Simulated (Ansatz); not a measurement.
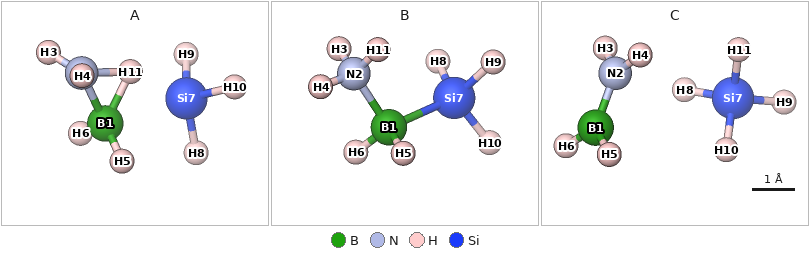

3 geometries from a converged minimum-energy path of BSiNH8, made up at the start of BNH4 and SiH4, shuffled. Style: ball-and-stick. Shown at a tilt.

These are results of RKS B3LYP-D4/6-31G* in Ansatz, not measurements. Run with 5 movable images; climbing image; force threshold 0.05 eV/Å; iteration limit 60; starting path through a guess of the saddle point.

Question: One of them is the converged climbing image. Which?

Answer: A. In order along the path, whose images run from 0 to 6: C (image 0, 0.0 kcal/mol), A (image 4, +51.7 kcal/mol), B (image 6, +8.5 kcal/mol). Breaking: Si7–H11 (1.49 → 1.84 at the top → 3.15 Å). Forming: B1–Si7 (3.96 → 2.25 at the top → 2.03 Å), N2–H11 (3.20 → 1.36 at the top → 1.02 Å).

Limits of the set-up: the start holds two separate molecules, 2.9 Å apart at their closest, whose relative position is a soft coordinate.
